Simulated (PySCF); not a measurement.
```yaml
atoms:
  - { symbol: C, position_ang: [-1.4061, -0.8671, 0.0166] }
  - { symbol: B, position_ang: [-0.6901, 0.2014, 0.9173] }
  - { symbol: C, position_ang: [-1.2496, 0.5891, 2.3352] }
  - { symbol: C, position_ang: [0.6332, 0.9291, 0.3993] }
  - { symbol: C, position_ang: [1.2048, 0.3707, -0.7935] }
  - { symbol: C, position_ang: [1.6512, -0.1201, -1.8027] }
  - { symbol: C, position_ang: [2.1983, -0.7072, -2.9725] }
  - { symbol: O, position_ang: [3.0582, -1.5523, -3.0038] }
  - { symbol: H, position_ang: [-1.7436, -0.4088, -0.9136] }
  - { symbol: H, position_ang: [-2.2666, -1.3421, 0.4807] }
  - { symbol: H, position_ang: [-0.7113, -1.6495, -0.2880] }
  - { symbol: H, position_ang: [-2.3239, 0.7647, 2.3128] }
  - { symbol: H, position_ang: [-0.7762, 1.4557, 2.7910] }
  - { symbol: H, position_ang: [-1.1056, -0.2512, 3.0157] }
  - { symbol: H, position_ang: [0.3837, 1.9792, 0.2124] }
  - { symbol: H, position_ang: [1.3914, 0.9272, 1.1879] }
  - { symbol: H, position_ang: [1.7452, -0.3069, -3.9047] }
```

Geometry: GFN2-xTB.

The calculation used PySCF 2.14.0, B3LYP/def2-SVPD, SCF density, gas phase.

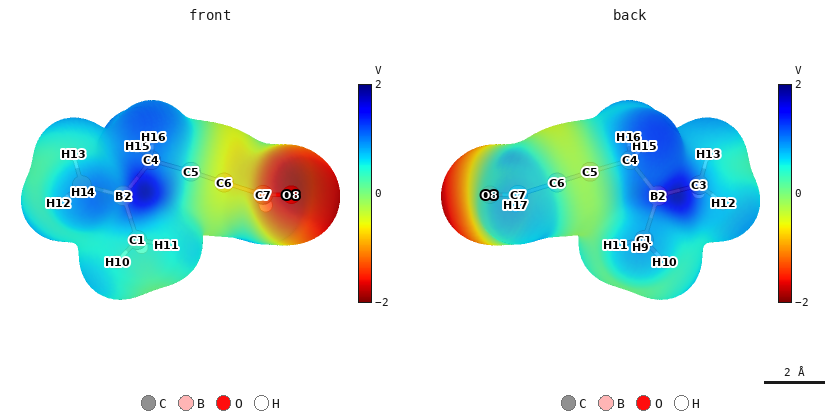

C$_{6}$H$_{9}$BO (SMILES CB(C)CC#CC=O). The molecular electrostatic potential painted on the density surface at 0.002 e/bohr³, seen from the front and from behind; the colour scale runs from red (negative) to blue (positive).

Question: Which sites attract a positive test charge, and which a negative one?

Answer: A positive charge is drawn to the negative regions and a negative charge to the positive ones. The most negative region (about −1.8 V) lies over O8, the most positive (about +1.7 V) over B2. O8 is the likeliest acceptor of a hydrogen bond.
